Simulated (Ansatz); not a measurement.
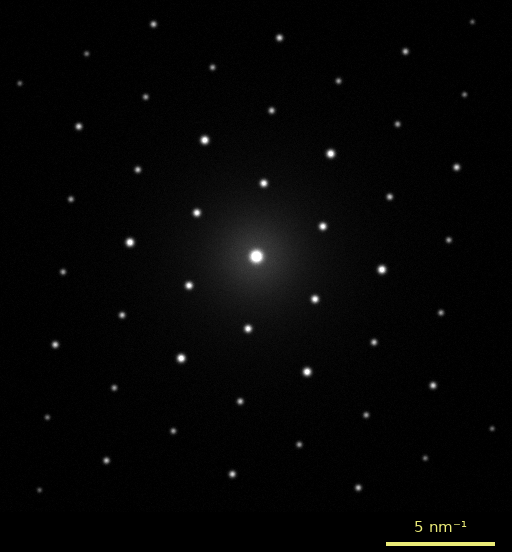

Computed electron diffraction pattern, 300 kV, single scattering only, B = 0.5 Å².

> What net do the spots form, and what spacings does it show?

The spots form a hexagonal net with both shortest vectors at d = 2.94 Å, 60.0° apart.

> What is the point symmetry of the pattern, intensities included?

6mm. A zero-layer kinematic pattern is always centrosymmetric (Friedel's law). Such a pattern arises along the three- or sixfold axis of a trigonal, hexagonal or cubic crystal.

> Which crystal and zone produced it?

This cannot be fixed from one zone alone; the pattern is [001] of Er, space group P6_3/mmc (No. 194), a = 3.397 Å, c = 5.520 Å (hexagonal axes). The net vectors are 1 -1 0 and 1 0 0. Structure: the geometry relaxed with Ansatz, DFT LDA, scalar-relativistic, plane waves, PAW.
